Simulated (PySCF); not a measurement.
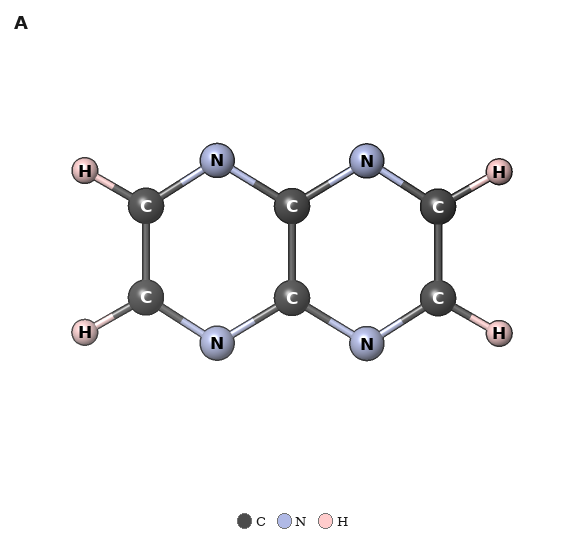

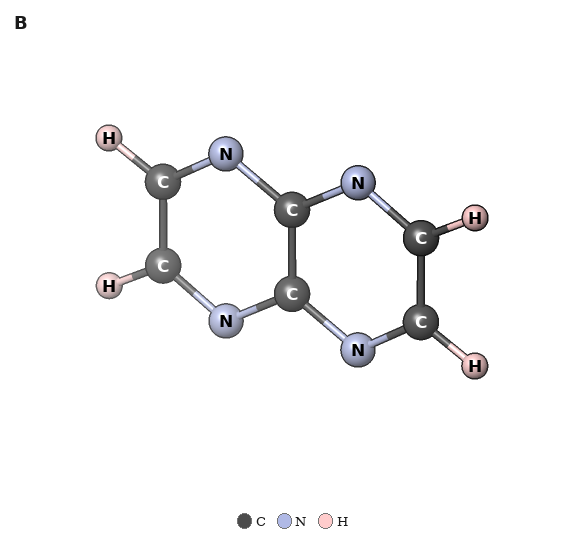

Distant atoms are faded towards the background colour. Computed geometry: PBE0-D3(BJ)/def2-TZVP optimisation. No frequency run is at hand to confirm it as a minimum.

**Can A be turned into B by a rotation alone?**

Yes. They are the same structure, C6H4N4 (c1cnc2nccnc2n1), seen from two directions. With point group D2h it is achiral, so its mirror image would be the same too.
